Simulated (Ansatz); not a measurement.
## Response to strain in CdSe

The reference is CdSe in the wurtzite structure (space group P6_3mc, No. 186; a = 4.383 Å, c = 7.154 Å).

Strains are applied to the cell and any free atomic positions relax.

The values are results of Ansatz (a quantum-chemistry and plane-wave program) PBE, no spin-orbit coupling, not measurements.

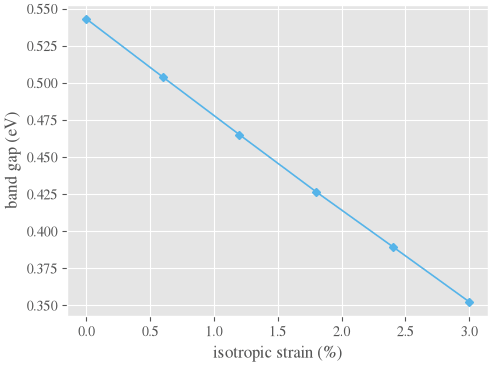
Fig. 1. Band gap against isotropic strain

### Question
From the plot, what is the band gap for isotropic strain +0.60 %?

### Answer
About 0.50 eV.

### Question
Is the trend monotonic over the range shown?

### Answer
Yes, it falls throughout, spanning 0.35 eV to 0.54 eV.

No phonon test of stability was made.
